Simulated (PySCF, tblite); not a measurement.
**C₃H₈NO radical, a small gas-phase stand-in for a defect centre (C site with back bonds C, C, N): EPR parameters**

What EPR parameters should one expect for `CC(C)(N)[O]`? It is drawn as: oxygen hole.

Programs: tblite 0.8.0 and PySCF 2.14.0. All values are calculated, for the isolated system unless a continuum is named. Atoms count from 0, parts from 1.

### 1 The system as given

13 atoms, charge 0, multiplicity 2; geometry: distance geometry start.

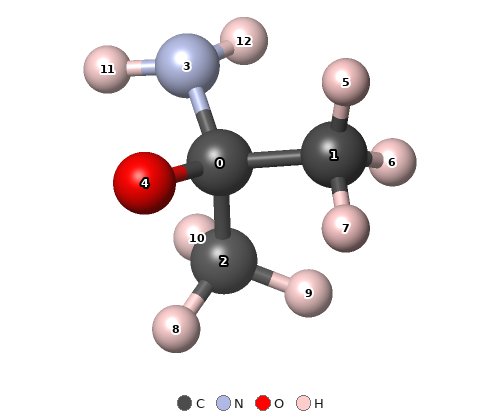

The starting geometry (carbon dark grey, nitrogen light blue, oxygen red, hydrogen pink), atoms numbered.

### 2 Geometry optimisation with GFN2-xTB

Job settings and geometry (Å):

```
{"job": {"kind": "relax", "xc": "GFN2-xTB", "basis": "xTB"}, "charge": 0, "multiplicity": 2}
C      0.351124     0.067988    -0.338940
C     -0.285216     1.346100     0.192767
C     -0.791307    -0.967324    -0.274637
N      1.495362    -0.370438     0.473228
O      0.759486     0.163416    -1.652475
H      0.449742     2.146862     0.315961
H     -0.852646     1.122033     1.123996
H     -1.059148     1.629240    -0.564799
H     -1.124703    -1.237803    -1.317727
H     -1.711553    -0.501500     0.190213
H     -0.481152    -1.816469     0.309954
H      1.963995    -1.226470     0.085293
H      1.291018    -0.379386     1.488428
```

Level: GFN2-xTB geometry optimisation, gas phase.

On the command line:

```console
$ OMP_NUM_THREADS=1 python cluster_run.py task.json out
```

The driver reads the jobs from task.json and runs them one after another.

Standard output:

```text
step      E/eV     max force
  0    -472.89825    3.058
  1    -473.18421    0.799
  2    -473.22614    0.416
  3    -473.24249    0.345
  4    -473.26344    0.447
  5    -473.27858    0.370
  6    -473.29372    0.339
  7    -473.30621    0.308
  8    -473.31801    0.329
  9    -473.32949    0.348
 10    -473.34011    0.250
 11    -473.34870    0.213
 12    -473.35505    0.232
 13    -473.35970    0.263
 14    -473.36387    0.235
 15    -473.36754    0.175
 16    -473.37015    0.162
 17    -473.37203    0.136
 18    -473.37366    0.144
 19    -473.37539    0.136
 20    -473.37737    0.120
 21    -473.37949    0.147
 22    -473.38203    0.176
 23    -473.38572    0.274
 24    -473.39084    0.330
 25    -473.39580    0.256
 26    -473.39900    0.184
 27    -473.40079    0.268
 28    -473.40319    0.129
 29    -473.40620    0.092
 30    -473.41061    0.128
 31    -473.41354    0.191
 32    -473.41515    0.121
 33    -473.41696    0.128
 34    -473.41947    0.100
 35    -473.42214    0.104
 36    -473.42414    0.120
 37    -473.42611    0.190
 38    -473.42825    0.165
 39    -473.43084    0.141
 40    -473.43577    0.207
 41    -473.43794    0.124
 42    -473.44196    0.181
 43    -473.44561    0.206
 44    -473.44854    0.205
 45    -473.45262    0.251
 46    -473.45597    0.148
 47    -473.46030    0.146
 48    -473.46329    0.181
 49    -473.46665    0.270
 50    -473.47196    0.183
 51    -473.47609    0.143
 52    -473.48249    0.175
 53    -473.48587    0.188
 54    -473.48962    0.149
 55    -473.49129    0.111
 56    -473.49250    0.107
 57    -473.49399    0.118
 58    -473.49600    0.150
 59    -473.49857    0.169
 60    -473.50140    0.148
 61    -473.50389    0.123
 62    -473.50601    0.103
 63    -473.50812    0.136
 64    -473.51018    0.173
 65    -473.51213    0.123
 66    -473.51354    0.121
 67    -473.51347    0.139
 68    -473.51444    0.047
 69    -473.51471    0.056
 70    -473.51511    0.061
 71    -473.51540    0.046
 72    -473.51560    0.020
 73    -473.51565    0.012
 74    -473.51567    0.012
 75    -473.51568    0.011
 76    -473.51570    0.009
 77    -473.51571    0.012
 78    -473.51572    0.010
 79    -473.51573    0.012
 80    -473.51575    0.012
 81    -473.51576    0.007
```

It took 0.35 s on 1 thread of Arm Neoverse V1, shared host.

Along the way:

| step | energy from step 0 (eV) | largest force (eV/Å) |
| --- | --- | --- |
| 0 | 0.0000 | 3.0579 |
| 3 | -0.3442 | 0.3448 |
| 6 | -0.3955 | 0.3385 |
| 9 | -0.4312 | 0.3483 |
| 12 | -0.4568 | 0.2313 |
| 15 | -0.4693 | 0.1755 |
| 18 | -0.4754 | 0.1439 |
| 21 | -0.4812 | 0.1475 |
| 24 | -0.4926 | 0.3306 |
| 27 | -0.5025 | 0.2689 |
| 30 | -0.5124 | 0.1278 |
| 33 | -0.5187 | 0.1273 |
| 36 | -0.5259 | 0.1199 |
| 39 | -0.5326 | 0.1404 |
| 42 | -0.5437 | 0.1808 |
| 45 | -0.5544 | 0.2508 |
| 48 | -0.5650 | 0.1819 |
| 51 | -0.5778 | 0.1427 |
| 54 | -0.5914 | 0.1493 |
| 57 | -0.5957 | 0.1176 |
| 60 | -0.6031 | 0.1485 |
| 63 | -0.6099 | 0.1360 |
| 66 | -0.6153 | 0.1206 |
| 69 | -0.6165 | 0.0556 |
| 72 | -0.6173 | 0.0206 |
| 75 | -0.6174 | 0.0114 |
| 78 | -0.6175 | 0.0105 |
| 81 | -0.6175 | 0.0076 |

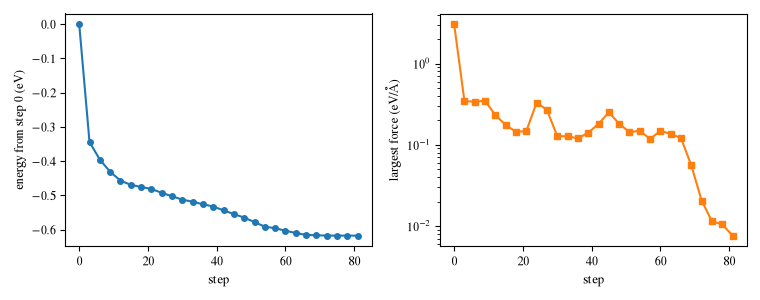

Energy and force, step by step.

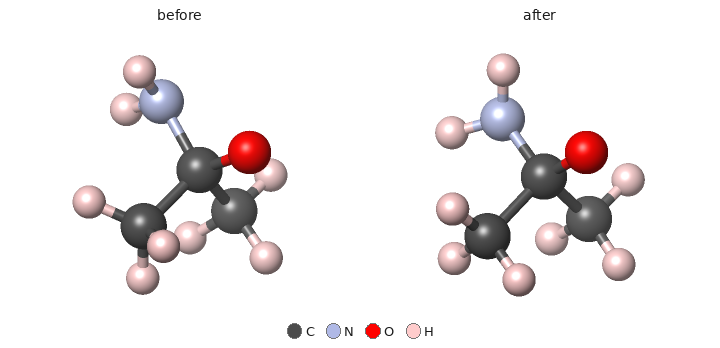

The geometry before (left) and after (right).

Close pairs (by a distance rule), those that changed most:

| bond | before (Å) | after (Å) | change (Å) |
| --- | --- | --- | --- |
| C0–O4 | 1.379 | 1.293 | -0.086 |
| C0–C1 | 1.524 | 1.576 | +0.053 |
| C2–H9 | 1.131 | 1.085 | -0.046 |
| C2–H8 | 1.128 | 1.084 | -0.044 |
| N3–H11 | 1.050 | 1.010 | -0.041 |
| C0–C2 | 1.543 | 1.582 | +0.039 |
| C1–H7 | 1.119 | 1.084 | -0.035 |
| C1–H6 | 1.113 | 1.084 | -0.029 |

### 3 Optimising the geometry at PBE0-D3(BJ)/def2-SVP

Job settings and geometry (Å):

```
{"job": {"xc": "PBE0", "basis": "def2-SVP", "d3": "d3bj", "grid": 2, "kind": "geom", "shake": 0.01}, "charge": 0, "multiplicity": 2}
C      0.379816    -0.020010    -0.341353
C     -0.284323     1.393041     0.025507
C     -0.864856    -1.018711    -0.266355
N      1.342302    -0.301730     0.700199
O      0.866380     0.002211    -1.543849
H      0.514211     2.138222    -0.008200
H     -0.697515     1.354941     1.023284
H     -1.019144     1.651687    -0.713998
H     -1.564732    -0.755961    -1.009775
H     -1.307922    -0.971518     0.733834
H     -0.460004    -2.013477    -0.441910
H      2.180355    -0.683048     0.355638
H      0.925641    -0.793018     1.494381
```

Standard output:

```text
step   0  E = -248.56962248  max force = 0.036523
step   1  E = -248.57775112  max force = 0.013390
step   2  E = -248.57834370  max force = 0.002687
step   3  E = -248.57844837  max force = 0.002113
step   4  E = -248.57861694  max force = 0.002473
step   5  E = -248.57877986  max force = 0.003576
step   6  E = -248.57901563  max force = 0.006133
step   7  E = -248.57916600  max force = 0.004584
step   8  E = -248.57930314  max force = 0.000767
step   9  E = -248.57932142  max force = 0.000556
step  10  E = -248.57933475  max force = 0.000596
step  11  E = -248.57933977  max force = 0.000490
step  12  E = -248.57934245  max force = 0.000285
optimisation converged
```

Run time: 2.8 min. Hardware: 1 thread of Arm Neoverse V1, shared host; peak memory 0.62 GiB.

Step by step:

| step | energy from step 0 (eV) | largest force component (eV/Å) |
| --- | --- | --- |
| 0 | 0.0000 | 1.8781 |
| 1 | -0.2212 | 0.6885 |
| 2 | -0.2373 | 0.1382 |
| 3 | -0.2402 | 0.1087 |
| 4 | -0.2448 | 0.1272 |
| 5 | -0.2492 | 0.1839 |
| 6 | -0.2556 | 0.3154 |
| 7 | -0.2597 | 0.2357 |
| 8 | -0.2634 | 0.0394 |
| 9 | -0.2639 | 0.0286 |
| 10 | -0.2643 | 0.0306 |
| 11 | -0.2644 | 0.0252 |
| 12 | -0.2645 | 0.0147 |

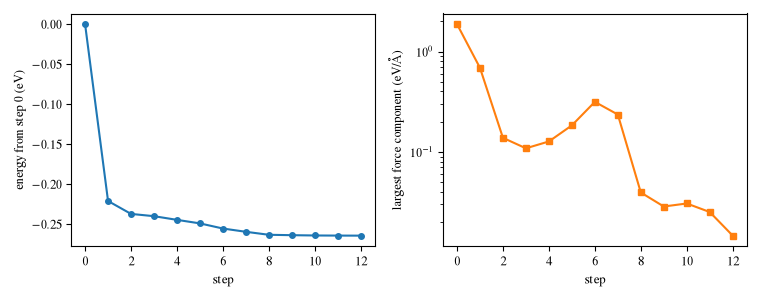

Energy and largest force along the relaxation.

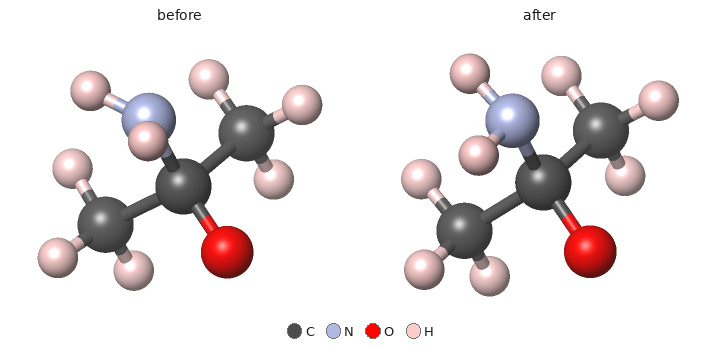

Before and after, at one scale.

Distances of close pairs at the start and the end, largest changes first:

| bond | before (Å) | after (Å) | change (Å) |
| --- | --- | --- | --- |
| C0–C1 | 1.604 | 1.535 | -0.069 |
| C0–O4 | 1.297 | 1.350 | +0.053 |
| C2–H8 | 1.054 | 1.098 | +0.044 |
| C0–C2 | 1.598 | 1.561 | -0.037 |
| N3–H11 | 0.983 | 1.018 | +0.035 |
| C1–H7 | 1.074 | 1.098 | +0.024 |
| C1–H6 | 1.081 | 1.100 | +0.020 |
| C2–H10 | 1.088 | 1.099 | +0.011 |

The final coordinates are the input of the step that follows.

| at the end point | value |
| --- | --- |
| point group (found at 0.08 Å tolerance) | C1 |
| rotational constants (GHz, main isotopes) | 5.190, 5.058, 4.636 |
| dipole moment (D) | 2.77 |
| ⟨S²⟩ | 0.754 |

### 4 g tensor and hyperfine couplings: B3LYP/IGLO-III+pcH-1

Job settings and geometry (Å):

```
{"job": {"kind": "epr"}, "charge": 0, "multiplicity": 2}
C      0.293721    -0.058947    -0.249326
C     -0.370404     1.270189     0.134923
C     -0.783068    -1.186608    -0.316545
N      1.356211    -0.348576     0.694765
O      0.754213    -0.009692    -1.517732
H      0.385712     2.066307     0.111804
H     -0.782197     1.210544     1.153728
H     -1.178623     1.511489    -0.567805
H     -1.580590    -0.934794    -1.028178
H     -1.214184    -1.310997     0.688189
H     -0.314283    -2.132930    -0.622405
H      1.855543    -1.186779     0.403151
H      0.988624    -0.514118     1.629128
```

Method: UKS B3LYP, IGLO-III on C N O, pcH-1 on H, non-relativistic, mean-field spin-orbit, GIAO.

Standard output:

```text
UKS, coarse grid
  cycle   1  E = -248.85806435  |g| = 7.57e-01
  cycle   2  E = -244.52845123  |g| = 2.39e+00
  cycle   3  E = -249.05582679  |g| = 3.44e-01
  cycle   4  E = -249.10730668  |g| = 3.10e-01
  cycle   5  E = -249.13813628  |g| = 1.62e-01
  cycle   6  E = -249.14440119  |g| = 1.25e-01
  cycle   7  E = -249.15037602  |g| = 6.39e-02
  cycle   8  E = -249.15227318  |g| = 1.01e-02
  cycle   9  E = -249.15231390  |g| = 3.05e-03
  cycle  10  E = -249.15231904  |g| = 1.06e-03
  cycle  11  E = -249.15231972  |g| = 3.52e-04
UKS, final grid
  cycle   1  E = -249.15225934  |g| = 4.01e-04
  cycle   2  E = -249.15225962  |g| = 6.39e-04
  cycle   3  E = -249.15225986  |g| = 2.04e-04
  cycle   4  E = -249.15226027  |g| = 1.82e-04
  cycle   5  E = -249.15226082  |g| = 1.12e-04
  cycle   6  E = -249.15226101  |g| = 5.72e-05
  cycle   7  E = -249.15226104  |g| = 2.44e-05
  cycle   8  E = -249.15226104  |g| = 9.22e-06
E = -249.15226104 Eh   <S^2> = 0.7540 (exact 0.7500)
g shifts (ppm)      1          2          3
  rmc          -291       -291       -291
  gc             -2         42         58
  oz_so          34       5667      31158
  total        -259       5417      30925
hyperfine (MHz)  atom isotope    a_iso     a_fc   dipolar eigenvalues
    0   13C     -36.23     -36.23     -7.38      2.11      5.27
    1   13C      46.96      46.96     -6.41     -6.10     12.51
    2   13C     104.89     104.89    -12.12    -11.90     24.02
    3   14N      -2.95      -2.95     -1.12     -0.34      1.46
    4   17O     -47.15     -47.15   -247.03    123.14    123.89
    5    1H      -4.74      -4.74     -5.80     -2.32      8.13
    6    1H       9.17       9.17     -4.03     -1.73      5.76
    7    1H      -4.43      -4.43     -4.96     -2.93      7.89
    8    1H      -9.33      -9.33     -7.93     -2.96     10.89
    9    1H      39.74      39.74     -6.26     -2.26      8.52
   10    1H      -9.10      -9.10     -8.70     -2.98     11.68
   11    1H       2.49       2.49     -3.75     -3.65      7.40
   12    1H      -3.95      -3.95     -3.08     -1.72      4.80
```

Wall time 49 s (1 thread of Arm Neoverse V1, shared host); peak memory 1.1 GiB.

Principal g values 2.00206, 2.00774, 2.03324; g(iso) = 2.01435, against 2.00232 for a free electron. They are not to be trusted: the run shows nearly degenerate orbitals, where second-order g theory doesn't apply.

Hyperfine couplings, nucleus by nucleus at this fixed geometry (no averaging over rotations):

| nuclei | isotope | a(iso) (MHz) | a(iso) (G, at g = 2.0023) | largest dipolar term (MHz) |
| --- | --- | --- | --- | --- |
| C2 | 13C | 104.9 | 37.4 | 24.0 |
| O4 | 17O | -47.1 | -16.8 | -247.0 |
| C1 | 13C | 47.0 | 16.8 | 12.5 |
| H9 | 1H | 39.7 | 14.2 | 8.5 |
| C0 | 13C | -36.2 | -12.9 | -7.4 |
| H8 | 1H | -9.3 | -3.3 | 10.9 |
| H6 | 1H | 9.2 | 3.3 | 5.8 |
| H10 | 1H | -9.1 | -3.2 | 11.7 |
| H5 | 1H | -4.7 | -1.7 | 8.1 |
| H7 | 1H | -4.4 | -1.6 | 7.9 |
| H12 | 1H | -4.0 | -1.4 | 4.8 |
| N3 | 14N | -3.0 | -1.1 | 1.5 |
| H11 | 1H | 2.5 | 0.9 | 7.4 |

Mulliken spin populations:

C0 -0.05; C1 0.05; C2 0.11; N3 0.01; O4 0.86; H5 0.00; H6 0.00; H7 0.00; H8 0.00; H9 0.02; H10 0.00; H11 0.00; H12 0.00

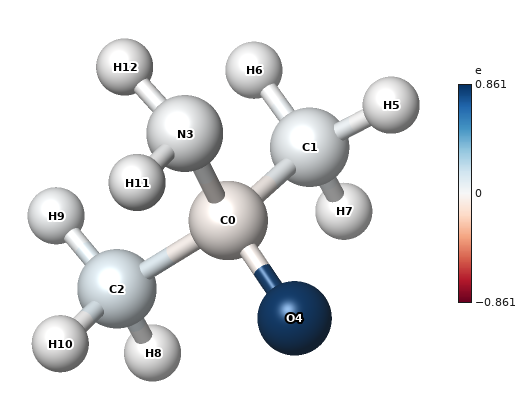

Mulliken spin populations, as colours on the atoms.

### 5 EPR parameters: BHandHLYP/IGLO-III+pcH-1

Settings changed since step 4:

```diff
@@ -1,2 +1,2 @@
-{"job": {"kind": "epr"}, "charge": 0, "multiplicity": 2}
+{"job": {"kind": "epr", "xc": "BHandHLYP"}, "charge": 0, "multiplicity": 2}
 C      0.293721    -0.058947    -0.249326
```

Level: UKS BHandHLYP, IGLO-III on C N O, pcH-1 on H, non-relativistic, mean-field spin-orbit, GIAO.

Standard output:

```text
UKS, coarse grid
  cycle   1  E = -248.72174705  |g| = 6.87e-01
  cycle   2  E = -248.03185338  |g| = 1.47e+00
  cycle   3  E = -248.96204539  |g| = 1.37e-01
  cycle   4  E = -248.97774554  |g| = 1.39e-01
  cycle   5  E = -248.98612764  |g| = 9.66e-02
  cycle   6  E = -248.99671060  |g| = 1.77e-02
  cycle   7  E = -248.99740683  |g| = 1.02e-02
  cycle   8  E = -248.99741649  |g| = 9.39e-03
  cycle   9  E = -248.99749903  |g| = 2.40e-03
  cycle  10  E = -248.99750761  |g| = 1.03e-03
  cycle  11  E = -248.99751059  |g| = 6.38e-04
UKS, final grid
  cycle   1  E = -248.99747195  |g| = 5.70e-04
  cycle   2  E = -248.99747281  |g| = 5.67e-04
  cycle   3  E = -248.99747324  |g| = 3.99e-04
  cycle   4  E = -248.99747529  |g| = 3.33e-04
  cycle   5  E = -248.99747646  |g| = 2.97e-04
  cycle   6  E = -248.99747922  |g| = 1.87e-04
  cycle   7  E = -248.99748055  |g| = 8.89e-05
  cycle   8  E = -248.99748070  |g| = 3.83e-05
  cycle   9  E = -248.99748071  |g| = 1.58e-05
E = -248.99748071 Eh   <S^2> = 0.7558 (exact 0.7500)
g shifts (ppm)      1          2          3
  rmc          -301       -301       -301
  gc             -5         47         57
  oz_so          21       5763      41487
  total        -285       5508      41243
hyperfine (MHz)  atom isotope    a_iso     a_fc   dipolar eigenvalues
    0   13C     -43.37     -43.37     -5.42      0.23      5.19
    1   13C      40.48      40.48     -5.08     -4.77      9.86
    2   13C      91.02      91.02     -9.57     -9.23     18.80
    3   14N      -3.11      -3.11     -0.77     -0.20      0.97
    4   17O     -74.17     -74.17   -265.28    132.14    133.15
    5    1H      -5.38      -5.38     -5.53     -2.75      8.28
    6    1H       6.50       6.50     -3.52     -1.79      5.30
    7    1H      -4.11      -4.11     -4.69     -3.11      7.80
    8    1H      -7.83      -7.83     -7.31     -3.20     10.51
    9    1H      36.04      36.04     -5.25     -2.04      7.30
   10    1H      -8.05      -8.05     -8.02     -3.15     11.17
   11    1H       0.36       0.36     -4.42     -3.71      8.13
   12    1H      -3.46      -3.46     -2.55     -1.90      4.45
```

Run time: 51 s. Hardware: 1 thread of Arm Neoverse V1, shared host; peak memory 1.1 GiB.

In short: g(iso) 2.01781, not to be trusted: the run shows nearly degenerate orbitals, where second-order g theory doesn't apply.

### 6 Run by run: EPR parameters

g, ⟨S²⟩ and isotropic hyperfine couplings (MHz), with basis size and wall time; * marks a run flagged for spin contamination, instability or a large g shift:

| run | g(iso) | ⟨S²⟩ | 13C C2 | 17O O4 | 13C C1 | 1H H9 | 13C C0 | functions | time |
| --- | --- | --- | --- | --- | --- | --- | --- | --- | --- |
| B3LYP/IGLO-III+pcH-1* | 2.01435 | 0.754 | 104.9 | -47.1 | 47.0 | 39.7 | -36.2 | 255 | 49 s |
| BHandHLYP/IGLO-III+pcH-1* | 2.01781 | 0.756 | 91.0 | -74.2 | 40.5 | 36.0 | -43.4 | 255 | 51 s |

### 7 Results

| quantity | value |
| --- | --- |
| point group | C1 |
| rotational constants (main isotopes) | 5.19, 5.06, 4.64 GHz |
| g(iso) (B3LYP) | 2.01435 |
| ⟨S²⟩ | 0.754 (exact 0.75) |
| largest a(iso) | 13C on C2, 104.9 MHz |

**Reading.** The start of the PBE0/def2-SVP relaxation was shaken at random by about 0.01 Å, so part of the energy gained, and of the first lengths quoted, undoes that. Relaxing lowered the energy by 0.264 eV in 12 steps; the close pair that moved most is C0–C1, from 1.604 to 1.535 Å (PBE0/def2-SVP). Most of the unpaired spin sits on O4 (0.86 e). The isotropic g lies 12.0 ppt above the free-electron value. These values are not to be trusted: the run shows nearly degenerate orbitals, where second-order g theory doesn't apply. A capped cluster stands for the solid here, so long-range fields and strain are missing, and bands or shifts of the capping hydrogens have no counterpart in it.
